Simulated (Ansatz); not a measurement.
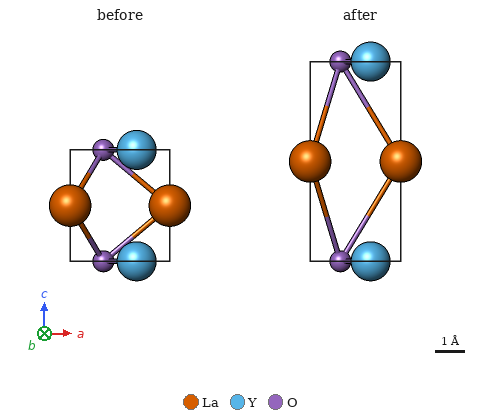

The structure of crystalline LaYO (a generated structure, set up in P-6m2) (coarse preliminary run) before (left) and after (right) a relaxation, at one scale.

The picture is a ball-and-stick view of the cell of the calculation, seen along the b axis.

The calculation used DFT PBE, scalar-relativistic, plane waves, PAW (Ansatz). Set-up: plane-wave cutoff 420 eV; k-point mesh 6 × 6 × 4; occupations gaussian; smearing width 0.1 eV; no spin polarisation; cell and atoms relaxed; force threshold 0.04 eV/Å; at most 70 steps.

Describe what moved and what it gained.

After 17 accepted moves (20 points after the start) the energy has fallen by 2.548 eV per cell of the calculation. All forces vanish by symmetry, so only the cell relaxes. The pressure goes from 8.23 to 0.05 GPa. At 3 points the geometry stayed and the basis and grid were re-selected for the new cell (energy shift of 0.487 eV per cell of the calculation at most each time). No atom moves by more than 0.005 Å relative to the cell. The drawn cell changes as follows: a = b 4.108 → 3.737 Å (−9.0 %), c 3.973 → 7.123 Å (+79.3 %); the volume changes by +48.4 %. Among the contacts that change: La–O 3.094 → 4.164 Å, La–Y 3.094 → 4.164 Å, O–Y 2.372 → 2.157 Å. The space group stays P-6m2 (No. 187).

Limits of the set-up: the k-point mesh is coarse for a cell with partly filled bands.
